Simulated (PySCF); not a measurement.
# InHCl2O (SMILES [OH][In]([Cl])[Cl]), step by step

Aim: a structure relaxation (B3LYP5/SBKJC), then a single-point energy (NEVPT2(8,8)/STO-6G), then the excited states (ADC(2)/STO-3G) of InHCl2O. The job is set up through a Python script.

Program for the calculation: PySCF 2.14.0.

1 further run of the same task is left out (for a faulty analytic Hessian).

**1. The structure to begin with**

InHCl2O has 5 atoms, charge 0, and is taken as a singlet. SMILES: `[OH][In]([Cl])[Cl]`. All atoms were displaced at random from a relaxed shape. The run starts from this shape.

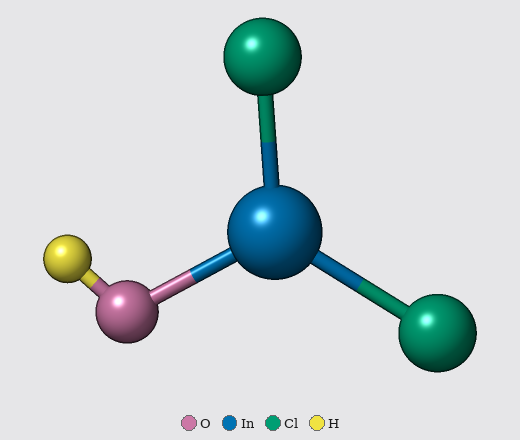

The structure, seen from a chosen angle (oxygen pink, indium blue, chlorine teal, hydrogen yellow).

**2. A geometry optimisation at B3LYP5/SBKJC (core potential) (run 1)**

Input file calc.py:

```python
from pyscf import gto, dft
from pyscf.geomopt.geometric_solver import kernel as optimise

molecule = gto.M(
    atom='''
O       -0.321549       1.587493      -0.125051
In      -0.084127      -0.524967      -0.090330
Cl       1.677925      -1.301384       1.038979
Cl      -1.671095      -1.864308      -1.222630
H        0.434656       2.005675       0.347729
''',
    ecp={'O': 'sbkjc', 'In': 'sbkjc', 'Cl': 'sbkjc'},
    verbose=3,
    basis='sbkjc',
    max_memory=1860,
)

myscf = dft.RKS(molecule, xc='b3lyp5')
converged, mol_eq = optimise(myscf, maxsteps=100)
print('converged:', converged)
print(mol_eq.tostring())

myscf.reset(mol_eq)
molecule = mol_eq
myscf.kernel()
etot = myscf.e_tot
print('E = %.10f Eh' % etot)
```

Launch:

```
$ OMP_NUM_THREADS=1 python calc.py
```

What it wrote:

```text
maxiter                   100
----------------------------------------------------------
Custom engine selected.
Bonds will be generated from interatomic distances less than 1.20 times sum of covalent radii
15 internal coordinates being used (instead of 15 Cartesians)
Internal coordinate system (atoms numbered from 1):
Distance 1-2
Distance 1-5
Distance 2-3
Distance 2-4
Angle 2-1-5
Angle 1-2-4
Angle 3-2-4
Out-of-Plane 2-1-3-4
Dihedral 5-1-2-3
Dihedral 5-1-2-4
Translation-X 1-5
Translation-Y 1-5
Translation-Z 1-5
Rotation-A 1-5
Rotation-B 1-5
Rotation-C 1-5
> ===== Optimization Info: ====
> Job type: Energy minimization
> Maximum number of optimization cycles: 100
> Initial / maximum trust radius (Angstrom): 0.100 / 0.300
> Convergence Criteria:
> Will converge when all 5 criteria are reached:
>  |Delta-E| < 1.00e-06
>  RMS-Grad  < 3.00e-04
>  Max-Grad  < 4.50e-04
>  RMS-Disp  < 1.20e-03
>  Max-Disp  < 1.80e-03
> === End Optimization Info ===

[... 9 lines left out ...]
WARN: Mole.unit (angstrom) is changed to Bohr
[... 11 lines left out ...]
Step    0 : Gradient = 4.231e-02/7.087e-02 (rms/max) Energy = -235.5442642995
[... 31 lines left out ...]
converged SCF energy = -235.555669234654
[... 41 lines left out ...]
converged SCF energy = -235.556101095096
[... 41 lines left out ...]
converged SCF energy = -235.556107925941
[... 41 lines left out ...]
converged SCF energy = -235.556109267694
[... 32 lines left out ...]
Converged! =D
[... 1 line left out ...]
converged: True
O          -0.31174464        1.52571097       -0.15038881
In         -0.07364333       -0.45154918       -0.08557356
Cl          1.74978173       -1.45671080        1.08106294
Cl         -1.65353292       -1.81645568       -1.20200714
H           0.33261427        2.11505639        0.30736403
converged SCF energy = -235.556109321216
E = -235.5561093212 Eh
```

Wall time 2.7 min (1 thread of Intel Xeon at 2.50GHz (Skylake/Cascade Lake), shared host); peak memory 0.59 GiB.

Steps, from the record of the run:

```csv
step,energy from the first frame kept (eV),largest force (eV/Å)
0,0.0000,3.6442
1,-0.2870,0.5827
2,-0.3103,0.4564
3,-0.3193,0.1766
4,-0.3221,0.0239
5,-0.3222,0.0119
6,-0.3223,0.0127
7,-0.3223,0.0096
8,-0.3223,0.0039
9,-0.3223,0.0016
```

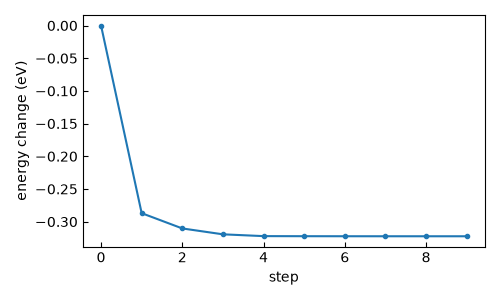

Energy along the run.

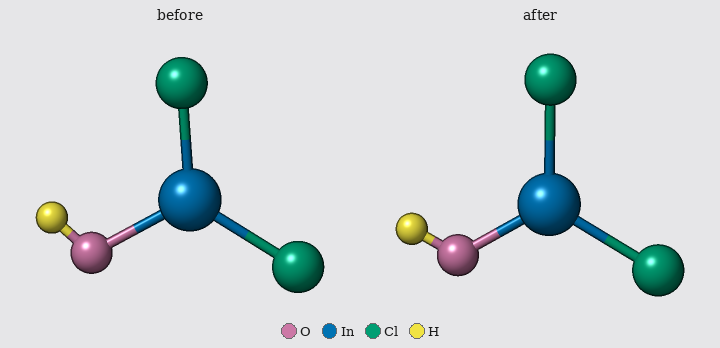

Before and after, at one scale.

After the run. Bond lengths: O1–In2 1.993 Å, In2–Cl3 2.387 Å, In2–Cl4 2.368 Å, O1–H5 0.986 Å. Angles: O1–In2–Cl3 121.7°, O1–In2–Cl4 118.5°, Cl3–In2–Cl4 119.8°, In2–O1–H5 120.0°.

**3. The energy at NEVPT2(8,8)/STO-6G (run 3)**

Input file calc.py:

```python
# [OH][In]([Cl])[Cl]
from pyscf import gto, mcscf, mrpt

mol = gto.M(
    atom=[
    ('O', (-0.311745, 1.525711, -0.150389)),
    ('In', (-0.073643, -0.451549, -0.085574)),
    ('Cl', (1.749782, -1.456711, 1.081063)),
    ('Cl', (-1.653533, -1.816456, -1.202007)),
    ('H', (0.332614, 2.115056, 0.307364)),
],
    spin=0,
    max_memory=1860,
    basis='sto-6g',
    verbose=4,
    charge=0,
)

hf = mol.RHF()
hf.kernel()

cas = mcscf.CASSCF(hf, 8, 8)
cas.fix_spin_(ss=0.0)
cas.natorb = True
cas.kernel()
e_pt2 = mrpt.NEVPT(cas).kernel()
energy = cas.e_tot + e_pt2
print('Final energy', energy)
dip = hf.dip_moment()
pop, q = hf.mulliken_pop()
```

Launch:

```
$ OMP_NUM_THREADS=1 python calc.py
```

What it wrote:

```text
PySCF version 2.14.0

[INPUT] num. atoms = 5
[INPUT] num. electrons = 92
[INPUT] charge = 0
[INPUT] spin (= nelec alpha-beta = 2S) = 0
[INPUT] symmetry False subgroup None
[INPUT] Mole.unit = angstrom
[INPUT] Symbol           X                Y                Z      unit          X                Y                Z       unit  Magmom
[INPUT]  1 O     -0.311745000000   1.525711000000  -0.150389000000 AA   -0.589112670703   2.883175935236  -0.284194022147 Bohr   0.0
[INPUT]  2 In    -0.073643000000  -0.451549000000  -0.085574000000 AA   -0.139165100991  -0.853303941821  -0.161711423384 Bohr   0.0
[INPUT]  3 Cl     1.749782000000  -1.456711000000   1.081063000000 AA    3.306608757694  -2.752784832641   2.042912993401 Bohr   0.0
[INPUT]  4 Cl    -1.653533000000  -1.816456000000  -1.202007000000 AA   -3.124724507930  -3.432604357323  -2.271464029810 Bohr   0.0
[INPUT]  5 H      0.332614000000   2.115056000000   0.307364000000 AA    0.628549365196   3.996876578118   0.580833780551 Bohr   0.0

[... 44 lines left out ...]
converged SCF energy = -6703.94677678164
[... 23 lines left out ...]
sorting_mo_energy = False
[... 74 lines left out ...]
1-step CASSCF converged in  30 macro (515 JK 109 micro) steps
[... 3 lines left out ...]
Natural orbital (expansion on meta-Lowdin AOs) in CAS space
[... 26 lines left out ...]
CASSCF energy = -6704.01639281206
[... 7 lines left out ...]
Natural orbital (expansion on meta-Lowdin AOs) in CAS space
[... 34 lines left out ...]
Nevpt2 Energy = -0.017040023146446
Final energy -6704.033432835206
Dipole moment(X, Y, Z, Debye):  0.52286,  2.66245,  0.47406
[... 18 lines left out ...]
pop of  1 In 4py          1.99795
pop of  1 In 4pz          1.99778
pop of  1 In 5px          1.99543
pop of  1 In 5py          1.99809
pop of  1 In 5pz          1.99401
pop of  1 In 3dxy         1.99972
pop of  1 In 3dyz         1.99987
pop of  1 In 3dz^2        1.99973
pop of  1 In 3dxz         1.99954
pop of  1 In 3dx2-y2      1.99954
pop of  1 In 4dxy         1.99075
pop of  1 In 4dyz         1.99588
pop of  1 In 4dz^2        1.99096
pop of  1 In 4dxz         1.98438
pop of  1 In 4dx2-y2      1.98472
pop of  2 Cl 1s           1.99999
pop of  2 Cl 2s           1.99918
pop of  2 Cl 3s           1.98959
pop of  2 Cl 2px          1.99569
pop of  2 Cl 2py          1.99850
pop of  2 Cl 2pz          1.99785
pop of  2 Cl 3px          1.71948
pop of  2 Cl 3py          1.90614
pop of  2 Cl 3pz          1.85812
pop of  3 Cl 1s           1.99999
pop of  3 Cl 2s           1.99915
pop of  3 Cl 3s           1.98982
pop of  3 Cl 2px          1.99651
pop of  3 Cl 2py          1.99742
pop of  3 Cl 2pz          1.99791
pop of  3 Cl 3px          1.77335
pop of  3 Cl 3py          1.83705
pop of  3 Cl 3pz          1.86226
pop of  4 H 1s            0.84393
 ** Mulliken atomic charges  **
charge of    0O =     -0.46974
charge of    1In =      1.23169
charge of    2Cl =     -0.46455
charge of    3Cl =     -0.45347
charge of    4H =      0.15607
```

It took 45 s on 1 thread of Intel Xeon at 2.50GHz (Skylake/Cascade Lake), shared host; peak memory 0.18 GiB.

**4. The vertical excitations at ADC(2)/STO-3G (sfX2C, root kind ee) (run 4)**

Input file geometry.xyz:

```xyz
5
Cl2HInO
O     -0.311745     1.525711    -0.150389
In    -0.073643    -0.451549    -0.085574
Cl     1.749782    -1.456711     1.081063
Cl    -1.653533    -1.816456    -1.202007
H      0.332614     2.115056     0.307364
```

Input file input.py:

```python
from pyscf import gto, scf, adc

mol = gto.Mole()
mol.atom = 'geometry.xyz'
mol.verbose = 4
mol.basis = 'sto-3g'
mol.max_memory = 1860
mol.cart = True
mol.build()

hf = scf.RHF(mol)
hf = hf.sfx2c1e()
hf.kernel()

myadc = adc.ADC(hf, frozen=29)
myadc.method = 'adc(2)'

myadc.method_type = 'ee'
e, vec, osc, x = myadc.kernel(nroots=8)

roots = e * 27.211386
print('root  energy (eV)  strength')
for i, (w, f) in enumerate(zip(roots, osc), 1):
    print('%3d %10.4f %10.5f' % (i, w, f))
```

Launch:

```
$ OMP_NUM_THREADS=1 python input.py
```

What it wrote:

```text
PySCF version 2.14.0

[INPUT] num. atoms = 5
[INPUT] num. electrons = 92
[INPUT] charge = 0
[INPUT] spin (= nelec alpha-beta = 2S) = 0
[INPUT] symmetry False subgroup None
[INPUT] Mole.unit = angstrom
[INPUT] Cartesian GTO integrals (6d 10f)
[INPUT] Symbol           X                Y                Z      unit          X                Y                Z       unit  Magmom
[INPUT]  1 O     -0.311745000000   1.525711000000  -0.150389000000 AA   -0.589112670703   2.883175935236  -0.284194022147 Bohr   0.0
[INPUT]  2 In    -0.073643000000  -0.451549000000  -0.085574000000 AA   -0.139165100991  -0.853303941821  -0.161711423384 Bohr   0.0
[INPUT]  3 Cl     1.749782000000  -1.456711000000   1.081063000000 AA    3.306608757694  -2.752784832641   2.042912993401 Bohr   0.0
[INPUT]  4 Cl    -1.653533000000  -1.816456000000  -1.202007000000 AA   -3.124724507930  -3.432604357323  -2.271464029810 Bohr   0.0
[INPUT]  5 H      0.332614000000   2.115056000000   0.307364000000 AA    0.628549365196   3.996876578118   0.580833780551 Bohr   0.0

[... 48 lines left out ...]
converged SCF energy = -6766.39132882176
[... 11 lines left out ...]
******** <class 'pyscf.adc.radc_ee.RADCEE'> ********
max_space = 12
max_cycle = 50
conv_tol = 1e-08

*************************************************************
        ADC calculation summary (singlet states only)
*************************************************************
adc(2) root 0  |  Energy (Eh) =   0.1820561267  |  Energy (eV) =   4.95399954  |  Osc. strength = 0.01903944  |  conv = True
adc(2) root 1  |  Energy (Eh) =   0.1838308088  |  Energy (eV) =   5.00229110  |  Osc. strength = 0.09774718  |  conv = True
adc(2) root 2  |  Energy (Eh) =   0.2103756849  |  Energy (eV) =   5.72461397  |  Osc. strength = 0.01953907  |  conv = True
adc(2) root 3  |  Energy (Eh) =   0.2433848648  |  Energy (eV) =   6.62283951  |  Osc. strength = 0.28855404  |  conv = True
adc(2) root 4  |  Energy (Eh) =   0.2723931507  |  Energy (eV) =   7.41219517  |  Osc. strength = 0.00002737  |  conv = True
adc(2) root 5  |  Energy (Eh) =   0.2736223941  |  Energy (eV) =   7.44564459  |  Osc. strength = 0.02007420  |  conv = True
adc(2) root 6  |  Energy (Eh) =   0.2794279314  |  Energy (eV) =   7.60362131  |  Osc. strength = 0.00799059  |  conv = True
adc(2) root 7  |  Energy (Eh) =   0.2911147797  |  Energy (eV) =   7.92163665  |  Osc. strength = 0.02157000  |  conv = True
root  energy (eV)  strength
  1     4.9540    0.01904
  2     5.0023    0.09775
  3     5.7246    0.01954
[... 4 lines of this table left out ...]
  8     7.9216    0.02157
```

It took 5.1 s on 1 thread of Intel Xeon at 2.50GHz (Skylake/Cascade Lake), shared host; peak memory 0.14 GiB.

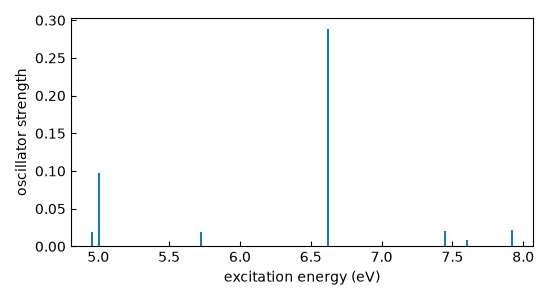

Vertical excitations as sticks.

The roots found:

| excited state | energy (eV) | strength |
| --- | --- | --- |
| 1 | 4.954 | 0.0190 |
| 2 | 5.002 | 0.0978 |
| 3 | 5.725 | 0.0195 |
| 4 | 6.623 | 0.2885 |
| 5 | 7.412 | 0.0000 |
| 6 | 7.446 | 0.0201 |
| 7 | 7.604 | 0.0080 |
| 8 | 7.922 | 0.0216 |

**5. What came out**

| quantity | value |
| --- | --- |
| run 1, B3LYP5/SBKJC: total energy at the end | -235.55611 Eh |
| run 1, B3LYP5/SBKJC: dipole moment | 2.25 D |
| run 1, B3LYP5/SBKJC: HOMO energy | -8.85 eV |
| run 1, B3LYP5/SBKJC: LUMO energy | -3.45 eV |
| run 1, B3LYP5/SBKJC: HOMO–LUMO gap | 5.40 eV |
| run 3, NEVPT2(8,8)/STO-6G: total energy | -6704.03343 Eh |
| run 3, NEVPT2(8,8)/STO-6G: dipole moment (Hartree–Fock density) | 2.75 D |
| run 3, NEVPT2(8,8)/STO-6G: HOMO energy (Hartree–Fock orbitals) | -9.40 eV |
| run 3, NEVPT2(8,8)/STO-6G: LUMO energy (Hartree–Fock orbitals) | 4.61 eV |
| run 3, NEVPT2(8,8)/STO-6G: HOMO–LUMO gap (Hartree–Fock orbitals) | 14.01 eV |
| run 4, ADC(2)/STO-3G: dipole moment (Hartree–Fock density) | 2.80 D |
| run 4, ADC(2)/STO-3G: HOMO energy (Hartree–Fock orbitals) | -9.36 eV |
| run 4, ADC(2)/STO-3G: LUMO energy (Hartree–Fock orbitals) | 4.73 eV |
| run 4, ADC(2)/STO-3G: HOMO–LUMO gap (Hartree–Fock orbitals) | 14.08 eV |
| run 4, ADC(2)/STO-3G: correlation energy (29 core orbitals frozen) | -71.6 mEh |
| run 4, ADC(2)/STO-3G: lowest excitation energy | 4.95 eV |

The optimisation (run 1, B3LYP5/SBKJC) took 9 steps and changed the energy by -0.322 eV. Mulliken charges (run 1, B3LYP5/SBKJC) run from -0.69 on O1 to +0.92 on In2. Relativity is left out (run 3, NEVPT2(8,8)/STO-6G) although the molecule holds a heavy atom. The brightest of the 8 transitions from the ground state lies at 6.62 eV (187 nm, f = 0.289); the lowest, at 4.95 eV, has f = 0.019. Excitation energies in a minimal basis are rough. The basis (run 4, ADC(2)/STO-3G) was contracted for non-relativistic atoms, which limits what the relativistic Hamiltonian can do in the core.
